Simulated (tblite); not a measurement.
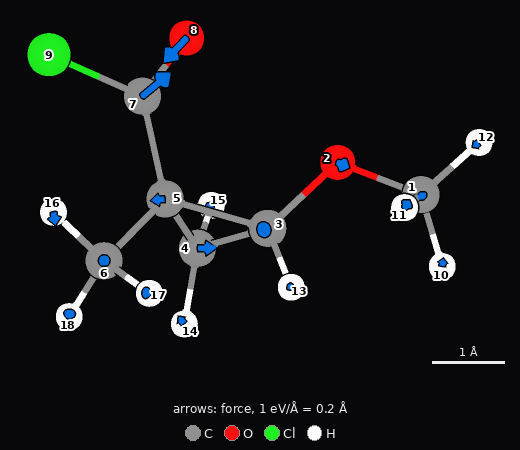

Starting geometry of C6H9ClO2 with the computed forces as blue arrows. Style: ball-and-stick. Shown face on.

These are results of tblite 0.8.0, GFN2-xTB geometry optimisation, gas phase, not measurements. 

Question: Is this structure relaxed? If not, where do the atoms go?

Answer: It isn't relaxed: the largest force vector, on C7, is 3.54 eV/Å. The final displacements have little in common with the starting forces (cosine between the two patterns 0.14). After 122 geometry steps the energy has fallen by 17.9 kcal/mol. The largest move after the best rigid fit is that of Cl9, 1.34 Å. By element the largest moves are Cl 1.34 Å, H 1.26 Å, O 0.64 Å, C 0.53 Å. Some distances before and after: C3–C4 1.535 → 1.481 Å, C7–O8 1.233 → 1.187 Å, C3–C5 1.506 → 1.550 Å, C7–Cl9 1.757 → 1.787 Å. Among the angles between lasting bonds that change: C1–O2–C3 106.4° → 114.0°, C3–C4–H14 113.7° → 119.2°, H10–C1–H11 103.4° → 109.0°. Groups turn about O2–C3 by about 65°, C5–C6 by about 55°. The run took 0.92 s on 1 thread of AMD EPYC 9R45 96-Core Processor, with other jobs on the host.
